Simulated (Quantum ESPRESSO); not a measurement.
**FeGe: magnetism against volume**

Wanted: the trend of the moments of FeGe with volume.

Main program and level: Quantum ESPRESSO 7.5; PBE; plane waves with GBRV 1.5 PBE potentials, no spin-orbit coupling.

## Step 1: Starting point

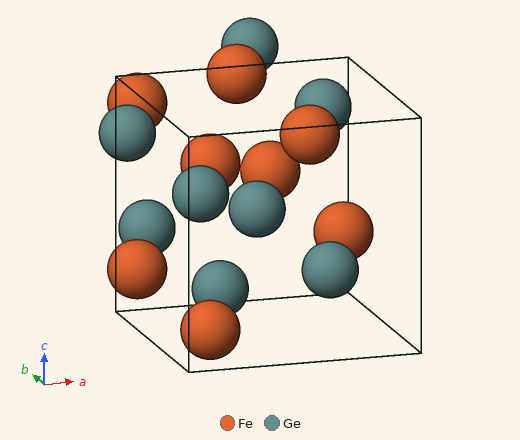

The starting structure, seen slightly off an axis (iron orange, germanium teal). 1×2×1 cells are drawn.

The lattice constants were typed from memory of published values and not checked against a source.

## Step 2: Volume 0.88, ferro ++++

All lengths scale alike; the factor is that of the volume. Atoms keep their fractional places. Seeded atoms are those given a starting moment.

pw.in reads:

```
&CONTROL
  calculation = 'scf'
  prefix = 'pwscf'
  outdir = './tmp'
  pseudo_dir = './pseudo'
  disk_io = 'nowf'
  tprnfor = .true.
  tstress = .true.
/
&SYSTEM
  ibrav = 0
  celldm(1) = 8
  nat = 8
  ntyp = 2
  ecutwfc = 40
  ecutrho = 280
  nbnd = 80
  occupations = 'smearing'
  smearing = 'fd'
  degauss = 0.00367493
  nspin = 2
  starting_magnetization(1) = 0.175
  starting_magnetization(2) = 0
/
&ELECTRONS
  conv_thr = 1.6d-08
  electron_maxstep = 150
  mixing_beta = 0.3
/
ATOMIC_SPECIES
Fe     55.8450 fe_pbe_v1.5.uspp.F.UPF
Ge     72.6300 ge_pbe_v1.4.uspp.F.UPF
CELL_PARAMETERS alat
   1.0639003751584    0.0000000000000    0.0000000000000
   0.0000000000000    1.0639003751584    0.0000000000000
   0.0000000000000    0.0000000000000    1.0639003751584
ATOMIC_POSITIONS crystal
Fe      0.1350000000    0.1350000000    0.1350000000
Fe      0.6350000000    0.3650000000    0.8650000000
Fe      0.8650000000    0.6350000000    0.3650000000
Fe      0.3650000000    0.8650000000    0.6350000000
Ge      0.8420000000    0.8420000000    0.8420000000
Ge      0.3420000000    0.6580000000    0.1580000000
Ge      0.1580000000    0.3420000000    0.6580000000
Ge      0.6580000000    0.1580000000    0.3420000000
K_POINTS automatic
8 8 8 0 0 0
```

Launch:

```
$ OMP_NUM_THREADS=1 mpirun -n 4 pw.x -nk 4 -in pw.in > pw.out
```

Log:

```text
Program PWSCF v.7.5 starts

     Message from routine setup:
     using ibrav=0 with symmetry is DISCOURAGED, use correct ibrav instead

     K-points division:     npool     =       4
     Subspace diagonalization in iterative solution of the eigenvalue problem:

     bravais-lattice index     =            0
     lattice parameter (alat)  =       8.0000  a.u.
     unit-cell volume          =     616.5565 (a.u.)^3
     number of atoms/cell      =            8
     number of atomic types    =            2
     number of electrons       =       120.00
     number of Kohn-Sham states=           80
     kinetic-energy cutoff     =      40.0000  Ry
     charge density cutoff     =     280.0000  Ry
     scf convergence threshold =      1.6E-08
     mixing beta               =       0.3000
     number of iterations used =            8  plain     mixing
     Exchange-correlation=  SLA  PW   PBX  PBC
                           (   1   4   3   4   0   0   0)

     celldm(1)=   8.000000  celldm(2)=   0.000000  celldm(3)=   0.000000
     celldm(4)=   0.000000  celldm(5)=   0.000000  celldm(6)=   0.000000

     crystal axes: (cart. coord. in units of alat)
               a(1) = (   1.063900   0.000000   0.000000 )
               a(2) = (   0.000000   1.063900   0.000000 )
               a(3) = (   0.000000   0.000000   1.063900 )

     reciprocal axes: (cart. coord. in units 2 pi/alat)
               b(1) = (  0.939938  0.000000  0.000000 )
               b(2) = (  0.000000  0.939938  0.000000 )
               b(3) = (  0.000000  0.000000  0.939938 )

     PseudoPot. # 1 for Fe read from file:
     fe_pbe_v1.5.uspp.F.UPF
     Pseudo is Ultrasoft + core correction, Zval = 16.0

     PseudoPot. # 2 for Ge read from file:
     ge_pbe_v1.4.uspp.F.UPF
     Pseudo is Ultrasoft + core correction, Zval = 14.0

     atomic species   valence    mass     pseudopotential
     Fe               16.00    55.84500     Fe( 1.00)
     Ge               14.00    72.63000     Ge( 1.00)

     Starting magnetic structure
     atomic species   magnetization
     Fe              0.175
     Ge              0.000

     12 Sym. Ops. (no inversion) found ( 9 have fractional translation)

   Cartesian axes

     site n.     atom                  positions (alat units)
         1        Fe     tau(   1) = (   0.1436266   0.1436266   0.1436266  )
         2        Fe     tau(   2) = (   0.6755767   0.3883236   0.9202738  )
         3        Fe     tau(   3) = (   0.9202738   0.6755767   0.3883236  )
         4        Fe     tau(   4) = (   0.3883236   0.9202738   0.6755767  )
         5        Ge     tau(   5) = (   0.8958041   0.8958041   0.8958041  )
         6        Ge     tau(   6) = (   0.3638539   0.7000464   0.1680963  )
         7        Ge     tau(   7) = (   0.1680963   0.3638539   0.7000464  )
         8        Ge     tau(   8) = (   0.7000464   0.1680963   0.3638539  )

     number of k points=    45  Fermi-Dirac smearing, width (Ry)=  0.0037
                       cart. coord. in units 2pi/alat
        k(    1) = (   0.0000000   0.0000000   0.0000000), wk =   0.0019531
        k(    2) = (   0.0000000   0.0000000   0.1174922), wk =   0.0117188
        k(    3) = (   0.0000000   0.0000000   0.2349844), wk =   0.0117188
        k(    4) = (   0.0000000   0.0000000   0.3524766), wk =   0.0117188
        k(    5) = (   0.0000000   0.0000000  -0.4699688), wk =   0.0058594
        [... 40 further k-points ...]

     Dense  grid:    48693 G-vectors     FFT dimensions: (  48,  48,  48)

     Smooth grid:    21079 G-vectors     FFT dimensions: (  36,  36,  36)

     Check: negative core charge=   -0.000033
     Generating pointlists ...
     new r_m :   0.2227 (alat units)  1.7817 (a.u.) for type    1
     new r_m :   0.2227 (alat units)  1.7817 (a.u.) for type    2

     Initial potential from superposition of free atoms

     starting charge     115.9965, renormalised to     120.0000
     Starting wfcs are   88 randomized atomic wfcs

     Self-consistent Calculation

     iteration #  1     ecut=    40.00 Ry     beta= 0.30
     Davidson diagonalization with overlap
     ethr =  1.00E-02,  avg # of iterations =  3.9

     total energy              =   -1855.76050530 Ry
     estimated scf accuracy    <       3.20413022 Ry

     total magnetization       =     5.08 Bohr mag/cell
     absolute magnetization    =     6.53 Bohr mag/cell

     iteration #  2     ecut=    40.00 Ry     beta= 0.30
     Davidson diagonalization with overlap
     ethr =  2.67E-03,  avg # of iterations =  2.0

     total energy              =   -1855.82688634 Ry
     estimated scf accuracy    <       0.98900243 Ry

     total magnetization       =     5.40 Bohr mag/cell
     absolute magnetization    =     6.80 Bohr mag/cell

     [... further iterations left out ...]

     iteration # 12     ecut=    40.00 Ry     beta= 0.30
     Davidson diagonalization with overlap
     ethr =  1.05E-09,  avg # of iterations =  1.5

     total energy              =   -1855.98807360 Ry
     estimated scf accuracy    <       0.00000014 Ry

     total magnetization       =     3.87 Bohr mag/cell
     absolute magnetization    =     4.66 Bohr mag/cell

     iteration # 13     ecut=    40.00 Ry     beta= 0.30
     Davidson diagonalization with overlap
     ethr =  1.14E-10,  avg # of iterations =  2.0

     Magnetic moment per site  (integrated on atomic sphere of radius R)
     atom   1 (R=0.223)  charge= 14.1643  magn=  1.0382
     atom   2 (R=0.223)  charge= 14.1643  magn=  1.0382
     atom   3 (R=0.223)  charge= 14.1643  magn=  1.0382
     atom   4 (R=0.223)  charge= 14.1643  magn=  1.0382
     atom   5 (R=0.223)  charge= 11.5475  magn= -0.0390
     atom   6 (R=0.223)  charge= 11.5475  magn= -0.0390
     atom   7 (R=0.223)  charge= 11.5475  magn= -0.0390
     atom   8 (R=0.223)  charge= 11.5475  magn= -0.0390

     End of self-consistent calculation

     [... lines left out ...]
     the Fermi energy is    19.0289 ev

!    total energy              =   -1855.98807369 Ry
     estimated scf accuracy    <       0.00000001 Ry
     smearing contrib. (-TS)   =      -0.00398383 Ry
     internal energy E=F+TS    =   -1855.98408986 Ry

     The total energy is F=E-TS. E is the sum of the following terms:
     one-electron contribution =    -803.76345775 Ry
     hartree contribution      =     516.11299963 Ry
     xc contribution           =    -351.43186084 Ry
     ewald contribution        =   -1216.90177090 Ry

     total magnetization       =     3.87 Bohr mag/cell
     absolute magnetization    =     4.66 Bohr mag/cell

     convergence has been achieved in  13 iterations

     Forces acting on atoms (cartesian axes, Ry/au):

     atom    1 type  1   force =     0.01042845    0.01042845    0.01042845
     atom    2 type  1   force =     0.01042845   -0.01042845   -0.01042845
     atom    3 type  1   force =    -0.01042845    0.01042845   -0.01042845
     atom    4 type  1   force =    -0.01042845   -0.01042845    0.01042845
     atom    5 type  2   force =     0.00139573    0.00139573    0.00139573
     atom    6 type  2   force =     0.00139573   -0.00139573   -0.00139573
     atom    7 type  2   force =    -0.00139573    0.00139573   -0.00139573
     atom    8 type  2   force =    -0.00139573   -0.00139573    0.00139573

     Total force =     0.036447     Total SCF correction =     0.000393

     Computing stress (Cartesian axis) and pressure

          total   stress  (Ry/bohr**3)                   (kbar)     P=      230.65
   0.00156792   0.00000000   0.00000000          230.65        0.00        0.00
   0.00000000   0.00156792   0.00000000            0.00      230.65        0.00
   0.00000000   0.00000000   0.00156792            0.00        0.00      230.65

=------------------------------------------------------------------------------=
   JOB DONE.
=------------------------------------------------------------------------------=
```

Run time: 2.4 min. Hardware: 4 MPI ranks of Arm Neoverse V1, shared host; peak memory 0.8 GiB; 9.5 min of CPU time.

Spin moment in the atom's sphere by atom:

```tsv
atom	spin moment in the atom's sphere (μB)
Fe1	1.04
Fe2	1.04
Fe3	1.04
Fe4	1.04
Ge5	-0.04
Ge6	-0.04
Ge7	-0.04
Ge8	-0.04
```

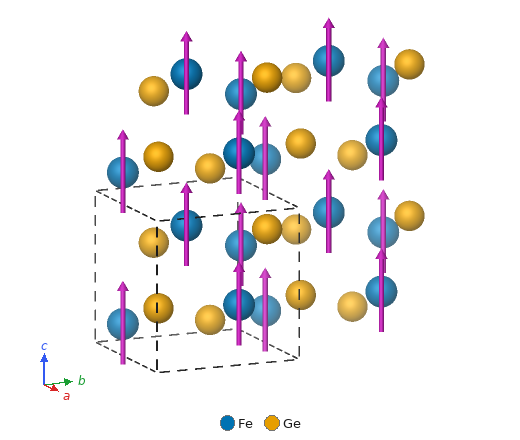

Spin moment in the atom's sphere as arrows, the longest 1.04 μB. Up and down stand for the sign. Arrows give size and sign along the axis of quantisation, drawn up and down the page. 1×2×2 cells are drawn.

Read from the output:

```
smearing term TS       : 0.05420 eV
pressure               : 23.06 GPa
magnetization          : 3.874 μB
absolute magnetization : 4.663 μB
final state            : ferromagnetic
```

## Step 3: Volume 0.88, no spin polarisation

pw.in: that of step 2 with these lines changed.

```diff
@@ -16,3 +16,3 @@
   ecutrho = 280
-  nbnd = 80
+  nbnd = 74
   occupations = 'smearing'
@@ -20,5 +20,2 @@
   degauss = 0.00367493
-  nspin = 2
-  starting_magnetization(1) = 0.175
-  starting_magnetization(2) = 0
 /
```

Log:

```text
     [... lines left out ...]
Program PWSCF v.7.5 starts
     [... lines left out ...]
     number of atoms/cell      =            8
     [... lines left out ...]
     number of electrons       =       120.00
     number of Kohn-Sham states=           74
     kinetic-energy cutoff     =      40.0000  Ry
     charge density cutoff     =     280.0000  Ry
     scf convergence threshold =      1.6E-08
     [... lines left out ...]
     12 Sym. Ops. (no inversion) found ( 9 have fractional translation)
     [... lines left out ...]
     number of k points=    45  Fermi-Dirac smearing, width (Ry)=  0.0037
     [... lines left out ...]
     iteration # 11     ecut=    40.00 Ry     beta= 0.30
     [... lines left out ...]
     the Fermi energy is    18.9946 ev
!    total energy              =   -1855.98482028 Ry
     estimated scf accuracy    <          2.2E-09 Ry
     smearing contrib. (-TS)   =      -0.00397899 Ry
     [... lines left out ...]
     convergence has been achieved in  11 iterations
     [... lines left out ...]
     Total force =     0.033348     Total SCF correction =     0.000098
     [... lines left out ...]
          total   stress  (Ry/bohr**3)                   (kbar)     P=      200.31
     [... lines left out ...]
```

Run time: 58 s. Hardware: 4 MPI ranks; peak memory 0.56 GiB.

Numbers from this step:

```
smearing term TS : 0.05414 eV
pressure         : 20.03 GPa
final state      : non-magnetic (no spin polarisation)
```

## Step 4: Volume 1.12, ferro ++++

pw.in: that of step 3 with these lines changed.

```diff
@@ -16,3 +16,3 @@
   ecutrho = 280
-  nbnd = 74
+  nbnd = 80
   occupations = 'smearing'
@@ -20,2 +20,5 @@
   degauss = 0.00367493
+  nspin = 2
+  starting_magnetization(1) = 0.175
+  starting_magnetization(2) = 0
 /
@@ -30,5 +33,5 @@
 CELL_PARAMETERS alat
-   1.0639003751584    0.0000000000000    0.0000000000000
-   0.0000000000000    1.0639003751584    0.0000000000000
-   0.0000000000000    0.0000000000000    1.0639003751584
+   1.1529560313574    0.0000000000000    0.0000000000000
+   0.0000000000000    1.1529560313574    0.0000000000000
+   0.0000000000000    0.0000000000000    1.1529560313574
 ATOMIC_POSITIONS crystal
```

Log:

```text
     [... lines left out ...]
Program PWSCF v.7.5 starts
     [... lines left out ...]
     number of atoms/cell      =            8
     [... lines left out ...]
     number of electrons       =       120.00
     number of Kohn-Sham states=           80
     kinetic-energy cutoff     =      40.0000  Ry
     charge density cutoff     =     280.0000  Ry
     scf convergence threshold =      1.6E-08
     [... lines left out ...]
     12 Sym. Ops. (no inversion) found ( 9 have fractional translation)
     [... lines left out ...]
     number of k points=    45  Fermi-Dirac smearing, width (Ry)=  0.0037
     [... lines left out ...]
     iteration # 15     ecut=    40.00 Ry     beta= 0.30
     [... lines left out ...]
     Magnetic moment per site  (integrated on atomic sphere of radius R)
     atom   1 (R=0.241)  charge= 14.3506  magn=  1.9011
     atom   2 (R=0.241)  charge= 14.3506  magn=  1.9011
     atom   3 (R=0.241)  charge= 14.3506  magn=  1.9011
     atom   4 (R=0.241)  charge= 14.3506  magn=  1.9011
     atom   5 (R=0.241)  charge= 11.8354  magn= -0.0815
     atom   6 (R=0.241)  charge= 11.8354  magn= -0.0815
     atom   7 (R=0.241)  charge= 11.8354  magn= -0.0815
     atom   8 (R=0.241)  charge= 11.8354  magn= -0.0815
     [... lines left out ...]
     the Fermi energy is    14.4592 ev
!    total energy              =   -1855.98315909 Ry
     estimated scf accuracy    <          8.4E-09 Ry
     smearing contrib. (-TS)   =      -0.00554603 Ry
     [... lines left out ...]
     total magnetization       =     6.83 Bohr mag/cell
     absolute magnetization    =     8.59 Bohr mag/cell
     convergence has been achieved in  15 iterations
     [... lines left out ...]
     Total force =     0.018029     Total SCF correction =     0.000220
     [... lines left out ...]
          total   stress  (Ry/bohr**3)                   (kbar)     P=     -123.65
     [... lines left out ...]
```

The job ended after 3.7 min (4 MPI ranks; peak memory 0.9 GiB).

Read from the output:

| Quantity | Value |
| --- | --- |
| smearing term TS | 0.07546 eV |
| pressure | -12.36 GPa |
| magnetization | 6.829 μB |
| absolute magnetization | 8.588 μB |
| final state | ferromagnetic |
| largest moment | 1.901 μB |

## Step 5: The series

The runs not shown differ from these in the moved quantity alone.

Final states:

```tsv
volume	ferro ++++	no spin polarisation
0.88	ferromagnetic	non-magnetic
0.91	ferromagnetic	non-magnetic
0.94	ferromagnetic	non-magnetic
0.97	ferromagnetic	non-magnetic
1	ferromagnetic	non-magnetic
1.03	ferromagnetic	non-magnetic
1.06	ferromagnetic	non-magnetic
1.09	ferromagnetic	non-magnetic
1.12	ferromagnetic	non-magnetic
```

The largest site moment, ferro ++++ by volume:

```tsv
volume (factor)	largest site moment, ferro ++++ (μB)
0.8800	1.04
0.9100	1.09
0.9400	1.13
0.9700	1.18
1.0000	1.25
1.0300	1.37
1.0600	1.56
1.0900	1.72
1.1200	1.90
```

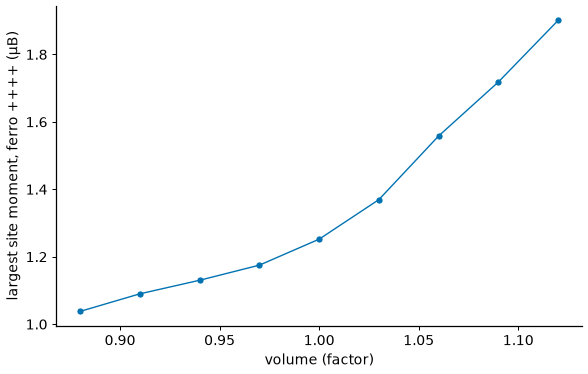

Largest site moment, ferro ++++ against volume.

The energy less that of the parallel start, no spin polarisation by volume:

```tsv
volume (factor)	energy less that of the parallel start, no spin polarisation (meV a seeded atom)
0.8800	11.1
0.9100	26.4
0.9400	41.7
0.9700	57.0
1.0000	73.0
1.0300	91.0
1.0600	113
1.0900	141
1.1200	174
```

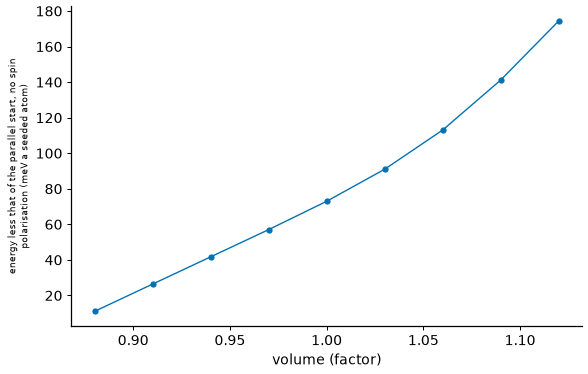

Energy less that of the parallel start, no spin polarisation against volume.

Table of energy over the lowest by volume; values in meV an atom:

```tsv
volume (factor)	ferro ++++	no spin polarisation
0.8800	82.1	87.6
0.9100	36.6	49.8
0.9400	10.2	31.1
0.9700	0	28.5
1.0000	2.92	39.4
1.0300	16.0	61.5
1.0600	36.4	92.9
1.0900	61.5	132
1.1200	90.4	178
```

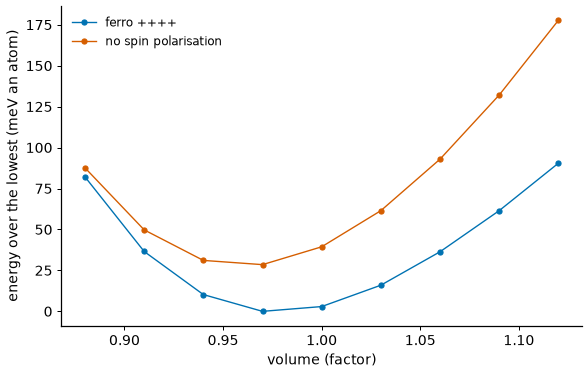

Energy over the lowest against volume.

## Step 6: Summary of results

```json
{
 "moment, parallel start": "1.04 to 1.90 μB",
 "states met from these starts": "ferromagnetic"
}
```

The moment of the parallel start goes from 1.04 μB at 0.88 to 1.90 μB at 1.12. The net moment of the cell goes from 3.87 to 6.83 μB. The radius of the spheres follows the nearest distance, so part of the change of the site moments is the spheres'. Only a parallel start was run beside the spinless one, so opposed or spiral orders, which may lie lower, are not probed.

[Logs and program files are shortened in this print: banners, set-up blocks, solver, clock and traceback lines can be left out without a mark of their own.]

[Logs are printed without paths, hosts, clocks, repeated set-up lines and the standing remarks that a program may print on its own settings, such as how far it seeks lower states.]

[Hosts, paths, dates, database ids (printed as entryN), source tags and the programs' standing remarks are cut or masked in the printed files.]

[Where a cell is said to come from a database of computed structures, the database is the Materials Project.]
